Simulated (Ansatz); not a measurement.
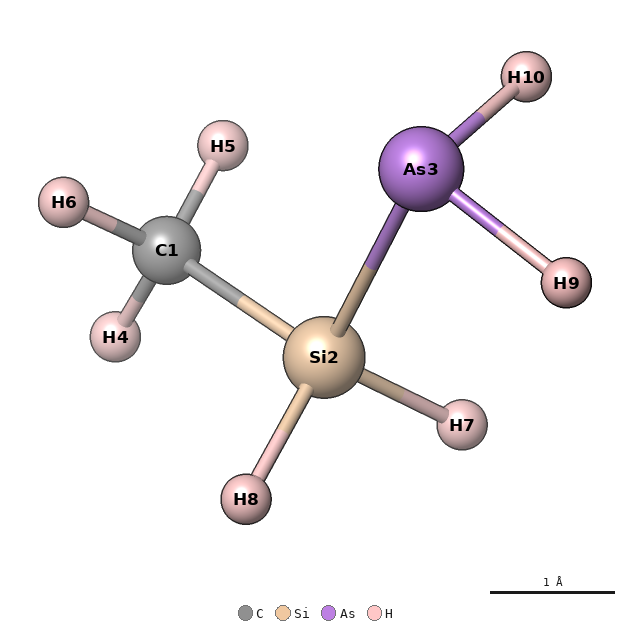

Orthographic view. Depth is shown by fading: the farther an atom, the more it takes the colour of the background. The geometry was computed by an optimisation with PBE-D4/def2-SVP. No frequency run is at hand to confirm it as a minimum.

Write a MOL file (V2000) with the atoms in numerical order, bonds sorted by atom number with the orders drawn, and coordinates in the frame of the picture: x right, y up, z towards the viewer, origin at the mean position.

```
CH7AsSi
                    3D

 10  9  0  0  0  0  0  0  0  0999 V2000
   -1.1800    0.2000   -1.0000 C   0  0  0  0  0  0  0  0  0  0  0  0
    0.1000   -0.6700    0.0800 Si  0  0  0  0  0  4  0  0  0  0  0  0
    0.8900    0.8600    1.7500 As  0  0  0  0  0  3  0  0  0  0  0  0
   -1.5900   -0.5100   -1.7500 H   0  0  0  0  0  0  0  0  0  0  0  0
   -0.7200    1.0500   -1.5500 H   0  0  0  0  0  0  0  0  0  0  0  0
   -2.0200    0.5900   -0.3900 H   0  0  0  0  0  0  0  0  0  0  0  0
    1.2200   -1.2200   -0.7600 H   0  0  0  0  0  0  0  0  0  0  0  0
   -0.5300   -1.8300    0.8200 H   0  0  0  0  0  0  0  0  0  0  0  0
    2.0700   -0.0700    2.1100 H   0  0  0  0  0  0  0  0  0  0  0  0
    1.7500    1.6100    0.7100 H   0  0  0  0  0  0  0  0  0  0  0  0
  1  2  1  0
  1  4  1  0
  1  5  1  0
  1  6  1  0
  2  3  1  0
  2  7  1  0
  2  8  1  0
  3  9  1  0
  3 10  1  0
M  END
```
